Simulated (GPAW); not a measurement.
## STM contrast on C/Pt(111)

What would a tunnelling microscope show on C/Pt(111)?

Program: GPAW 26.7.0. Level of theory: GPAW, PAW setups; slab in vacuum, relaxation, in the first sound run; inputs show where later runs differ. Results are calculated unless marked as measured.

## 1. The starting structure

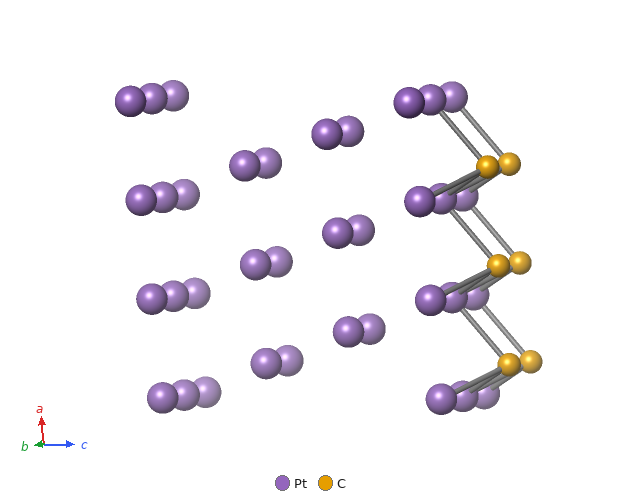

The starting structure, seen from the side, with the c axis across the page (platinum purple, carbon orange). 3×2×1 cells are drawn. Bonds to atoms that aren't drawn are left out. Some periodic images of atoms are drawn too.

The cell holds 5 atoms: 4 Pt and 1 C. Cell: a = 2.772 Å, b = 2.772 Å, c = 26.180 Å, α = 90.0°, β = 90.0°, γ = 60.0°. Vacuum lies along c.

Coordinates:

```cif
data_structure
_symmetry_space_group_name_H-M 'P 1'
_symmetry_Int_Tables_number 1
_cell_length_a 2.7719
_cell_length_b 2.7719
_cell_length_c 26.1801
_cell_angle_alpha 90.000
_cell_angle_beta 90.000
_cell_angle_gamma 60.000
_cell_volume 174.20
loop_
_atom_site_label
_atom_site_type_symbol
_atom_site_fract_x
_atom_site_fract_y
_atom_site_fract_z
_atom_site_occupancy
Pt1 Pt 0.00000 0.00000 0.34377 1
Pt2 Pt 0.33333 0.33333 0.43022 1
Pt3 Pt 0.66667 0.66667 0.51667 1
Pt4 Pt 0.00000 0.00000 0.60312 1
C5 C 0.33333 0.33333 0.65623 1
```

## 2. Relaxation

Forces are removed first; all later runs use this geometry. The lowest 2 atoms are held at bulk positions and keep their forces.

run.py

```python
import json
import numpy as np
from ase import Atoms
from ase.constraints import FixAtoms
from ase.optimize import BFGS
from gpaw import GPAW, PW

slab = Atoms(
    ['Pt', 'Pt', 'Pt', 'Pt', 'C'],
    positions=[
        [0.00000, 0.00000, 9.00000],
        [1.38593, 0.80017, 11.26321],
        [2.77186, 1.60033, 13.52643],
        [0.00000, 0.00000, 15.78964],
        [1.38593, 0.80017, 17.18008]],
    cell=[[2.77186, 0.0, 0.0], [1.38593, 2.4005, 0.0], [0.0, 0.0, 26.18008]],
    pbc=[True, True, False])

slab.calc = GPAW(mode=PW(500), xc='PBE', kpts={'size': (13, 13, 1), 'gamma': True},
                 occupations={'name': 'fermi-dirac', 'width': 0.1}, nbands='160%',
                 convergence={'density': 1e-05}, maxiter=200,
                 poissonsolver={'dipolelayer': 'xy'},
                 symmetry={'tolerance': 1e-3, 'extra_ids': [1, 1, 0, 0, 0]}, txt='slab.txt')
result = {}
slab.set_constraint(FixAtoms([0, 1]))
path = []
opt = BFGS(slab, maxstep=0.2)
opt.attach(lambda: path.append((slab.get_potential_energy(), slab.positions.tolist(), slab.get_forces().tolist())))
result['relaxed'] = bool(opt.run(fmax=0.03, steps=40))
result['path'] = path
energy = slab.get_potential_energy()
fermi = slab.calc.get_fermi_level()
v = slab.calc.get_electrostatic_potential().mean((0, 1)) - fermi
n = slab.calc.get_pseudo_density().mean((0, 1))
L = slab.cell[2, 2]
z = np.arange(len(v)) * L / len(v)
low, high = slab.positions[:, 2].min(), slab.positions[:, 2].max()
below, above = np.interp([low - 6.8, high + 6.8], z, v)
slopes = [np.interp(x, z, np.gradient(v, z)) for x in (low - 6.8, high + 6.8)]
eps = np.array([[slab.calc.get_eigenvalues(k, s) for k in range(len(slab.calc.get_ibz_k_points()))]
                for s in range(slab.calc.get_number_of_spins())]) - fermi
top, bottom = eps[eps < 0].max(), eps[eps > 0].min()
dipole = slab.get_dipole_moment()[2]
print(f'energy {energy:.4f} eV, Fermi level {fermi:.4f} eV, dipole {dipole:.5f} e A')
print(f'potential 6.8 A off the faces, from the Fermi level: lower {below:.4f} eV, upper {above:.4f} eV')
print(f'slope of the potential there: lower {slopes[0]:.5f}, upper {slopes[1]:.5f} eV/A')
print(f'nearest levels on the mesh: {top:.4f} and {bottom:.4f} eV')
print('magnetic moment', round(slab.get_magnetic_moment(), 3))
result.update(energy=energy, fermi=fermi, dipole=dipole, below=below, above=above, slopes=slopes, edges=[top, bottom],
              z=z.tolist(), v=v.tolist(), n=n.tolist(), positions=slab.positions.tolist(),
              forces=slab.get_forces(apply_constraint=False).tolist(), moments=slab.get_magnetic_moments().tolist())
json.dump(result, open('result.json', 'w'))
```

On the command line:

```console
$ OMP_NUM_THREADS=1 OPENBLAS_NUM_THREADS=1 python run.py
```

Output:

```text
Step          Energy          fmax
BFGS:    0      -30.629471        2.362150
BFGS:    1      -30.720487        1.885773
BFGS:    2      -30.893255        0.735748
BFGS:    3      -30.899741        0.600867
BFGS:    4      -30.917794        0.227559
BFGS:    5      -30.918638        0.199603
BFGS:    6      -30.924990        0.269226
BFGS:    7      -30.930687        0.270160
BFGS:    8      -30.934988        0.151825
BFGS:    9      -30.935818        0.038947
BFGS:   10      -30.935989        0.006897
energy -30.8276 eV, Fermi level 0.9420 eV, dipole -0.01782 e A
potential 6.8 A off the faces, from the Fermi level: lower 5.7001 eV, upper 6.1872 eV
slope of the potential there: lower 0.00007, upper 0.00007 eV/A
nearest levels on the mesh: -0.0049 and 0.0185 eV
magnetic moment 0.0
```

Run time: 31 min. Hardware: 1 thread of Arm Neoverse V1, shared host; peak memory 0.29 GiB.

Step by step:

```csv
step,energy less that of the first step (eV),largest force (eV/Å)
1,0.0000,2.3622
2,-0.0886,1.8858
3,-0.2757,0.7357
4,-0.2820,0.6009
5,-0.3036,0.2276
6,-0.3043,0.1996
7,-0.3096,0.2692
8,-0.3146,0.2702
9,-0.3186,0.1518
10,-0.3197,0.0389
11,-0.3201,0.0069
```

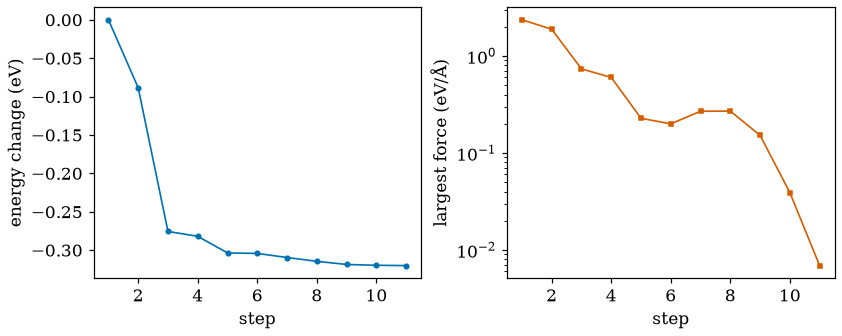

Energy and largest force along the relaxation.

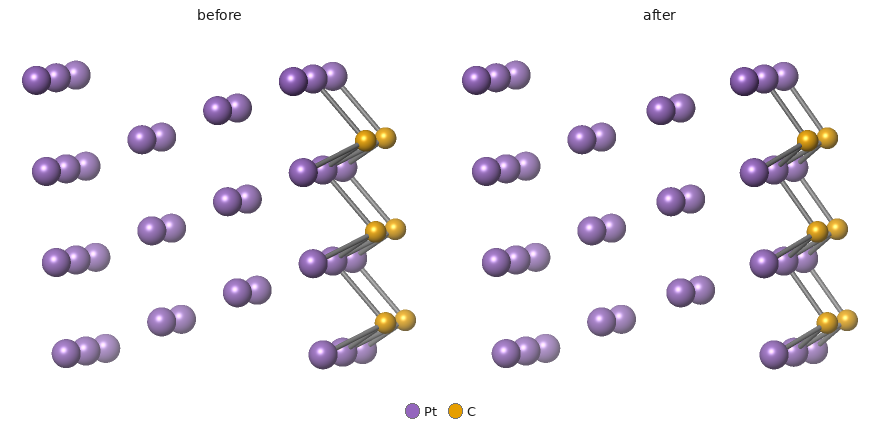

Before and after, at one scale. Bonds to atoms that aren't drawn are left out.

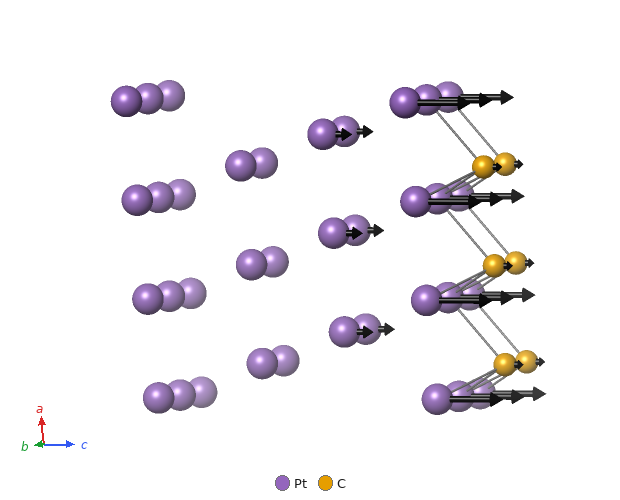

Displacements in the relaxation, exaggerated; the longest in the cell stands for 0.29 Å. Bonds to atoms that aren't drawn are left out. 3×2×1 cells are drawn. Some periodic images of atoms are drawn too.

The atoms that moved most (Å):

```csv
atom,dx,dy,dz,length
Pt4,0.000,0.000,0.291,0.291
Pt3,0.000,0.000,0.090,0.090
C5,0.000,0.000,0.049,0.049
```

The relaxed structure:

```
Pt C
1.0
     2.77186    0.00000    0.00000
     1.38593    2.40050    0.00000
     0.00000    0.00000   26.18008
Pt C
4 1
Direct
  0.00000 0.00000 0.34377
  0.33333 0.33333 0.43022
  0.66667 0.66667 0.52009
  0.00000 0.00000 0.61422
  0.33333 0.33333 0.65810
```

This step gave:

- dipole along the normal: -0.01782 e·Å
- levels nearest the Fermi level on the mesh: -0.004867, 0.01847 eV from the Fermi level
- upper work function: 6.187 eV
- lower work function: 5.700 eV

The electrostatic potential energy of an electron (without an applied field's), less the Fermi level, planar mean oscillates, so the rows of the table below give means over windows of 2.34 Å about each position, cut where the curve ends. Its maxima inside the range that stand out by 2 % of the span (Å: eV): 10.1: -0.228, 12.4: 0.361, 14.8: 0.642, 16.8: -12.0. Its minima: 9.0: -26.9, 11.2: -27.0, 13.7: -27.0, 16.1: -28.8, 17.2: -14.5.

Table of electrostatic potential energy of an electron (without an applied field's), less the Fermi level, planar mean by z; means over each step:

```csv
z (Å),"electrostatic potential energy of an electron (without an applied field's), less the Fermi level, planar mean (eV)"
1.17,5.72
3.51,5.70
5.85,5.66
8.19,-7.39
10.53,-12.1
12.87,-11.3
15.21,-11.2
17.55,-5.21
19.89,6.15
22.23,6.19
24.57,6.19
```

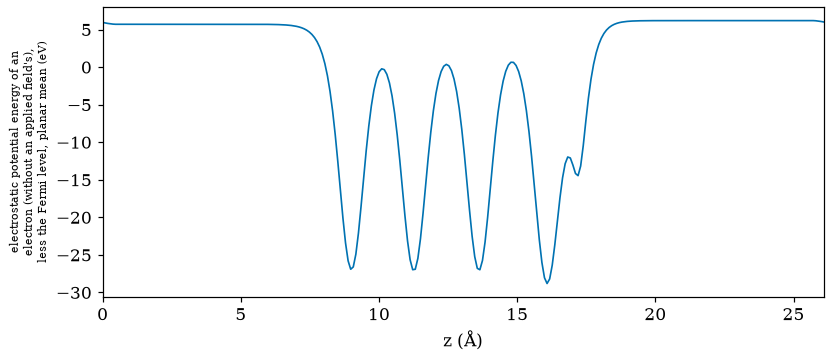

Electrostatic potential energy of an electron (without an applied field's), less the Fermi level, planar mean, plotted against z.

The pseudo valence density, planar mean oscillates, so the rows of the table below give means over windows of 2.43 Å about each position, cut where the curve ends. Its maxima inside the range that stand out by 2 % of the span (Å: e/Å³): 9.0: 2.39, 11.2: 2.39, 13.7: 2.39, 16.1: 2.45. Its minima: 10.1: 0.323, 12.5: 0.288, 14.8: 0.254.

Table of pseudo valence density, planar mean by z; means over each step:

```csv
z (Å),"pseudo valence density, planar mean (e/Å³)"
3.65,4.2e-6
6.08,0.00400
8.51,0.918
10.94,1.02
13.37,1.000
15.80,1.06
18.23,0.205
20.66,1.8e-4
```

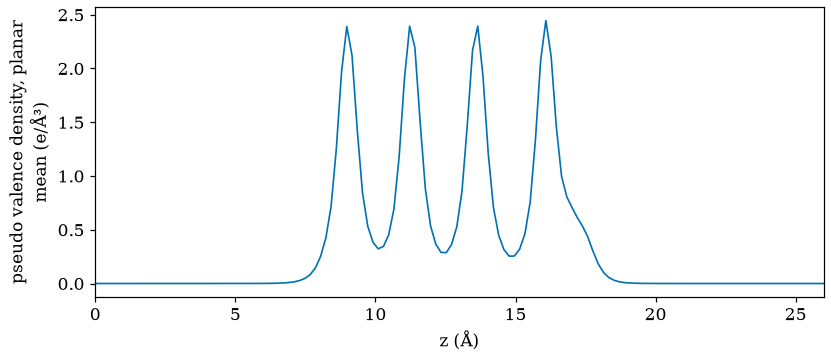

Pseudo valence density, planar mean, plotted against z.

The relaxation lowered the energy of the cell by 0.320 eV (energies extrapolated to zero smearing; the optimiser's log prints free energies). The largest force left on a free atom is 0.0069 eV/Å.

(Continued in part 2 of 2.)

[Logs are printed without paths, hosts, clocks, repeated set-up lines and the standing remarks that a program may print on its own settings, such as how far it seeks lower states.]

[Hosts, paths, dates, database ids (printed as entryN), source tags and the programs' standing remarks are cut or masked in the printed files.]
